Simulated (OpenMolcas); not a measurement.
# PH2 (SMILES [PH2]) at 6 levels

Wanted: a comparison of 6 runs (UHF/3-21G, UHF/cc-pVTZ, U-revPBE/cc-pVTZ, UBHLYP/cc-pVTZ, UBLYP/cc-pVTZ, UPBE/cc-pVTZ) of PH2. 

The results are computed with OpenMolcas 26.06.

1 further run of the same task is left out (set aside as unsound or not needed).

### Step 1. The molecule

PH2: 3 atoms, total charge 0, spin state doublet. SMILES: `[PH2]`. The P1–H2 distance was set to 3.133 Å, away from the relaxed value. At this shape a bond of the SMILES string is far longer than usual.

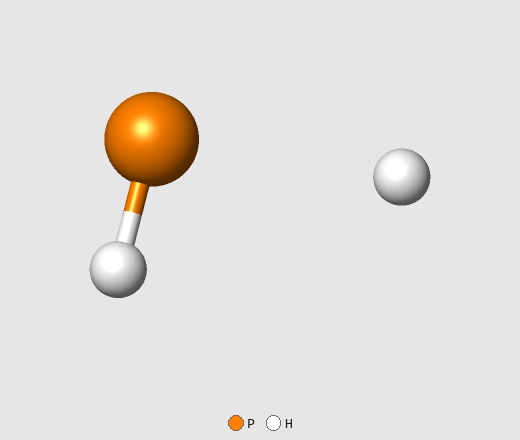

Viewed from a chosen angle; phosphorus orange, hydrogen white.

### Step 2. The energy at UHF/3-21G (run 1)

The input, mol.inp:

```
* H2P Hartree-Fock

&gateway
  baslib
  $CurrDir
  coord
  3
  angstrom
  P        1.019026      -1.942362       0.355960
  H        0.114640       1.051490       0.176750
  H       -0.147074      -2.375112      -0.337220
  basis
  3-21G
  group
  NoSym

&seward

&scf
  uhf
  spin
  2
  thresholds
  1e-10 1e-07 1e-07 1e-05
  prorbitals
  0
```

The basis set 3-21G is read from a file made from the Basis Set Exchange's data (not shown).

Started as:

```sh
export MOLCAS_MEM=1860
pymolcas mol.inp > mol.log
```

Output:

```text
--- Start Module: gateway ---
[...]
--- Stop Module: gateway /rc=_RC_ALL_IS_WELL_ ---
--- Start Module: seward ---
[...]
      Basis functions           17
--- Stop Module: seward /rc=_RC_ALL_IS_WELL_ ---
[...]
--- Start Module: scf ---
[...]
       Convergence after  19 Iterations
[...]
::    Total SCF energy                               -340.0503430924
[...]
      Total spin, S                                     0.9076259823
[...]
      Total electronic charge=   17.000000
      Total            charge=   -0.000000
[...]
      Dipole Moment (debye):
      Origin of the operator (angstrom)=    0.9558   -1.8641    0.3293
                   X= -7.1131E-01               Y= -2.4268E-01               Z= -4.2054E-01           Total=  8.6122E-01
      Quadrupole Moment (debye*angstrom):
[...]
--- Stop Module: scf /rc=_RC_ALL_IS_WELL_ ---
[...]
```

Run time: 2.6 s. Hardware: 1 thread of Intel Xeon Platinum 8259CL at 2.50GHz (Skylake/Cascade Lake), shared host; peak memory 0.37 GiB.

### Step 3. The energy at UHF/cc-pVTZ (run 2)

The input, input.xyz:

```xyz
3

P      1.019026    -1.942362     0.355960
H      0.114640     1.051490     0.176750
H     -0.147074    -2.375112    -0.337220
```

The input, run.input:

```
&gateway
  baslib
  $CurrDir
  coord
  input.xyz
  basis
  cc-pVTZ
  group
  NoSym

&seward

&scf
  uhf
  spin
  2
  thresholds
  1e-10 1e-07 1e-07 1e-05
  prorbitals
  1
```

The basis set cc-pVTZ is read from a file made from the Basis Set Exchange's data (not shown).

Started as:

```sh
export MOLCAS_MEM=1860
pymolcas run.input > run.log
```

Output:

```text
--- Start Module: gateway ---
[...]
--- Stop Module: gateway /rc=_RC_ALL_IS_WELL_ ---
--- Start Module: seward ---
[...]
      Basis functions           62
--- Stop Module: seward /rc=_RC_ALL_IS_WELL_ ---
[...]
--- Start Module: scf ---
[...]
       Convergence after  22 Iterations
[...]
::    Total SCF energy                               -341.7983750865
[...]
      Total spin, S                                     0.9128931795
[...]
      Total electronic charge=   17.000000
      Total            charge=   -0.000000
[...]
      Dipole Moment (debye):
      Origin of the operator (angstrom)=    0.9558   -1.8641    0.3293
                   X= -4.2499E-01               Y= -2.1852E-01               Z= -2.5918E-01           Total=  5.4364E-01
      Quadrupole Moment (debye*angstrom):
[...]
--- Stop Module: scf /rc=_RC_ALL_IS_WELL_ ---
[...]
```

It took 5.4 s on 1 thread of Intel Xeon Platinum 8259CL at 2.50GHz (Skylake/Cascade Lake), shared host; peak memory 0.4 GiB.

### Step 4. The energy at U-revPBE/cc-pVTZ (run 3)

The input, test.inp:

```
&GATEWAY
BASLIB
$CurrDir
COORD
3
angstrom
P        1.019026      -1.942362       0.355960
H        0.114640       1.051490       0.176750
H       -0.147074      -2.375112      -0.337220
BASIS
cc-pVTZ
GROUP
NoSym
&SEWARD
GRIDINPUT
Grid=UltraFine
End of Grid
&SCF
UHF
SPIN
2
KSDFT
revPBE
THRESHOLDS
1e-10 1e-07 1e-07 1e-05
PRORBITALS
0
```

The basis set cc-pVTZ is read from a file made from the Basis Set Exchange's data (not shown).

Started as:

```sh
export MOLCAS_MEM=1860
pymolcas test.inp > test.log
```

Output:

```text
--- Start Module: gateway ---
[...]
--- Stop Module: gateway /rc=_RC_ALL_IS_WELL_ ---
--- Start Module: seward ---
[...]
      Basis functions           62
--- Stop Module: seward /rc=_RC_ALL_IS_WELL_ ---
[...]
--- Start Module: scf ---
[...]
       Convergence after  20 Iterations
[...]
::    Total KS-DFT energy                            -342.3342356131
[...]
      Total spin, S                                     0.8773385650
[...]
      Total electronic charge=   17.000000
      Total            charge=   -0.000000
[...]
      Dipole Moment (debye):
      Origin of the operator (angstrom)=    0.9558   -1.8641    0.3293
                   X= -3.5784E-01               Y= -2.6370E-01               Z= -2.2681E-01           Total=  4.9903E-01
      Quadrupole Moment (debye*angstrom):
[...]
--- Stop Module: scf /rc=_RC_ALL_IS_WELL_ ---
[...]
```

It took 21 s on 1 thread of Intel Xeon Platinum 8259CL at 2.50GHz (Skylake/Cascade Lake), shared host; peak memory 0.4 GiB.

Runs 4 to 5 aren't shown in full; the table further down has their settings and results.

### Step 5. The energy at UPBE/cc-pVTZ (run 6)

The input, run.input:

```
>>> EXPORT MOLCAS_PRINT=2

&GATEWAY
  BASLIB = $CurrDir
  COORD
  3
  bohr
  P      1.92568005    -3.67053221     0.67266691
  H      0.21663820     1.98702812     0.33400909
  H     -0.27792958    -4.48831120    -0.63725344
  BASIS = cc-pVTZ
  GROUP = NoSym

&SEWARD
  GRIDINPUT
  Grid=UltraFine
  End of Grid

&SCF
  UHF
  SPIN = 2
  KSDFT = PBE
  THRESHOLDS = 1e-10 1e-07 1e-07 1e-05
  PRORBITALS = 1 2
```

The basis set cc-pVTZ is read from a file made from the Basis Set Exchange's data (not shown).

Started as:

```sh
export MOLCAS_MEM=1860
pymolcas run.input > run.log
```

Output:

```text
--- Start Module: gateway ---
[...]
--- Stop Module: gateway /rc=_RC_ALL_IS_WELL_ ---
--- Start Module: seward ---
[...]
      Basis functions           62
--- Stop Module: seward /rc=_RC_ALL_IS_WELL_ ---
[...]
--- Start Module: scf ---
[...]
       Convergence after  20 Iterations
[...]
::    Total KS-DFT energy                            -342.2298543178
[...]
      Total spin, S                                     0.8759687310
[...]
      Total electronic charge=   17.000000
      Total            charge=   -0.000000
[...]
      Dipole Moment (debye):
      Origin of the operator (angstrom)=    0.9558   -1.8641    0.3293
                   X= -3.7472E-01               Y= -2.1954E-01               Z= -2.3141E-01           Total=  4.9210E-01
      Quadrupole Moment (debye*angstrom):
[...]
--- Stop Module: scf /rc=_RC_ALL_IS_WELL_ ---
[...]
```

Wall time 19 s (1 thread of Intel Xeon Platinum 8259CL at 2.50GHz (Skylake/Cascade Lake), shared host); peak memory 0.4 GiB.

### Step 6. All runs side by side

| run | level | integration grid | energy (Eh) | dipole moment (D) | HOMO energy (eV) | LUMO energy (eV) | wall time |
| --- | --- | --- | --- | --- | --- | --- | --- |
| 1 | UHF/3-21G | – | -340.050343 | 0.86 | -10.51 | 1.34 | 2.6 s |
| 2 | UHF/cc-pVTZ | – | -341.798375 | 0.54 | -10.50 | 1.30 | 5.4 s |
| 3 | U-revPBE/cc-pVTZ | UltraFine | -342.334236 | 0.50 | -6.16 | -3.84 | 21 s |
| 4 | UBHLYP/cc-pVTZ | UltraFine | -342.395073 | 0.52 | -8.38 | -1.98 | 18 s |
| 5 | UBLYP/cc-pVTZ | UltraFine | -342.391654 | 0.64 | -5.96 | -4.14 | 18 s |
| 6 | UPBE/cc-pVTZ | UltraFine | -342.229854 | 0.49 | -6.16 | -3.95 | 19 s |

### Step 7. Outcome

| quantity | value |
| --- | --- |
| run 6: total energy | -342.22985 Eh |
| run 6: dipole moment | 0.49 D |
| run 6: HOMO energy (highest over α and β) | -6.16 eV |
| run 6: LUMO energy (lowest over α and β) | -3.95 eV |
| run 6: ⟨S²⟩ | 1.643 |

In words: The dipole moment (its size) runs from 0.49 D (UPBE/cc-pVTZ) to 0.86 D (UHF/3-21G). The two ends differ in method and basis. Totals of different functionals can't be ranked against each other. Spin contamination of the reference: run 2 ⟨S²⟩ = 1.75, run 1 ⟨S²⟩ = 1.73, run 4 ⟨S²⟩ = 1.69, run 3 ⟨S²⟩ = 1.65, run 6 ⟨S²⟩ = 1.64, run 5 ⟨S²⟩ = 1.56. Where it is this large, the reference is a mixture of spin states, and values that rest on it are in doubt. All runs together took 84 s, the longest 21 s.
